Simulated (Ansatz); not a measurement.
CH₃FSi: several calculations on one system

## 1. Relaxation

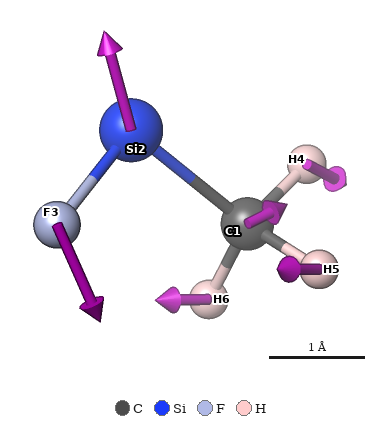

This is a relaxation of CH3FSi (coarse preliminary run). The starting structure is drawn; purple arrows show the displacements, 10 times their true length. The two geometries are superimposed by the best rigid fit.

A ball-and-stick model, seen from a free direction.

Level of theory: RKS PBE-D4/def2-SVP (Ansatz). Set-up: force threshold 0.03 eV/Å; at most 250 steps.

What happened in the run?

Answer. The largest move after the best rigid fit is that of F3, 0.12 Å. By element the largest moves are F 0.12 Å, Si 0.11 Å, H 0.08 Å, C 0.06 Å. Among the contacts that change: C1–Si2 1.790 → 1.911 Å, Si2–F3 1.589 → 1.662 Å, C1–H6 1.095 → 1.114 Å, C1–H5 1.100 → 1.114 Å. Bond angles that change, for instance: C1–Si2–F3 106.4° → 98.1°, H4–C1–H5 102.1° → 108.7°, Si2–C1–H5 115.5° → 109.9°. The optimiser took 5 steps.

## 2. Relaxation

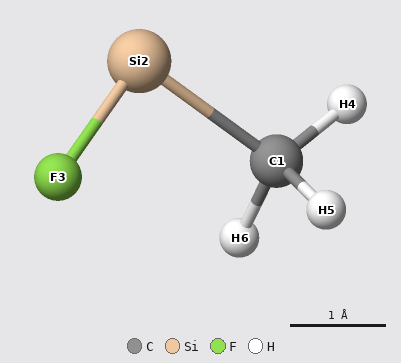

Starting structure of CH₃FSi. Style: ball-and-stick. Shown from a free direction.

The calculation used RKS PBE0-D4/def2-TZVP in Ansatz 0.2.0.

Input file:
```yaml
crystal:
  periodic: [false, false, false]
  atoms:
    - {symbol: C, position_ang: [-0.337566, 0.393640, -0.174628]}
    - {symbol: Si, position_ang: [0.471672, -0.581756, 1.256097]}
    - {symbol: F, position_ang: [1.385327, -1.625859, 0.341810]}
    - {symbol: H, position_ang: [-1.034682, 1.180679, 0.178755]}
    - {symbol: H, position_ang: [0.449558, 0.870306, -0.802483]}
    - {symbol: H, position_ang: [-0.892209, -0.301010, -0.845752]}
basis:
  gaussian: {orbitals: def2-TZVP}
hamiltonian: {xc: pbe0, dispersion: d4}
relax: {f_tol: 0.005, max_steps: 200}
```

### Predict the outcome.

The largest move after the best rigid fit is that of F3, 0.040 Å. By element the largest moves are F 0.040 Å, H 0.026 Å, Si 0.024 Å, C 0.008 Å. Among the contacts that change: Si2–F3 1.662 → 1.620 Å, C1–Si2 1.911 → 1.886 Å, C1–H4 1.109 → 1.092 Å, C1–H5 1.114 → 1.097 Å. After 4 geometry steps the energy has fallen by 1.00 kcal/mol. Largest force component: 0.89 eV/Å at the start, 0.0022 eV/Å at the end.

The structure at the end:

```xyz
6

C    -0.3330    0.3878   -0.1760
Si    0.4671   -0.5783    1.2325
F     1.3608   -1.5940    0.3411
H    -1.0170    1.1619    0.1790
H     0.4458    0.8570   -0.7901
H    -0.8816   -0.2984   -0.8328
```

## 3. Scan

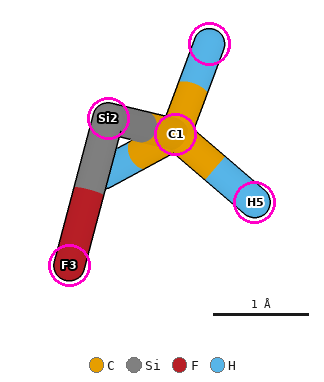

A scan of CH3FSi: the C1–H5 distance and the H4–C1–Si2–F3 dihedral angle are varied on a grid, with the rest of the molecule carried along rigidly. The picture shows the minimum geometry. The ringed atoms are those of the scanned coordinate. A stick model, seen from a free direction.

Computed with Ansatz: r2SCAN-D4, basis def2-TZVPP, on geometries moved rigidly from the minimum at PBE0-D4/def2-TZVP. Energies are counted from the PBE0-D4/def2-TZVP minimum geometry at the same level.

Input
```yaml
crystal:
  periodic: [false, false, false]
  atoms:
    - {symbol: C, position_ang: [-0.332974, 0.387825, -0.176012]}
    - {symbol: Si, position_ang: [0.467046, -0.578243, 1.232559]}
    - {symbol: F, position_ang: [1.360759, -1.593982, 0.341175]}
    - {symbol: H, position_ang: [-1.016978, 1.161885, 0.178990]}
    - {symbol: H, position_ang: [0.445847, 0.856965, -0.790109]}
    - {symbol: H, position_ang: [-0.881600, -0.298449, -0.832804]}
basis:
  gaussian: {orbitals: def2-TZVPP}
hamiltonian: {xc: r2scan, dispersion: d4}
```

Predict the energy profile on a grid with rows 0.966, 1.021, 1.102, 1.197, 1.302, 1.416, 1.536 and columns −167.2, −147.2, −127.2, −107.2, −87.2, −67.2 (C1–H5 distance (Å); H4–C1–Si2–F3 dihedral angle (°)).

Rows: C1–H5 distance (Å); columns: H4–C1–Si2–F3 dihedral angle (°); values in kcal/mol.

|  | −167.2 | −147.2 | −127.2 | −107.2 | −87.2 | −67.2 |
| --- | --- | --- | --- | --- | --- | --- |
| 0.966 | 8.2 | 8.4 | 8.7 | 8.8 | 8.6 | 8.5 |
| 1.021 | 2.5 | 2.8 | 3.1 | 3.1 | 2.9 | 2.7 |
| 1.102 | 0.1 | 0.5 | 0.8 | 0.9 | 0.6 | 0.3 |
| 1.197 | 3.2 | 3.7 | 4.1 | 4.1 | 3.8 | 3.4 |
| 1.302 | 10.9 | 11.5 | 11.9 | 11.9 | 11.6 | 11.1 |
| 1.416 | 21.8 | 22.4 | 22.9 | 22.9 | 22.4 | 21.9 |
| 1.536 | 34.2 | 34.9 | 35.4 | 35.4 | 34.9 | 34.3 |

In pairs of (C1–H5 distance (Å); H4–C1–Si2–F3 dihedral angle (°)): the lowest computed point lies at (1.102, −167.2) (0.1 kcal/mol), the highest at (1.536, −127.2), (1.536, −107.2) (35.4 kcal/mol). It lies on the edge of the grid, so the true minimum may be outside the range scanned.
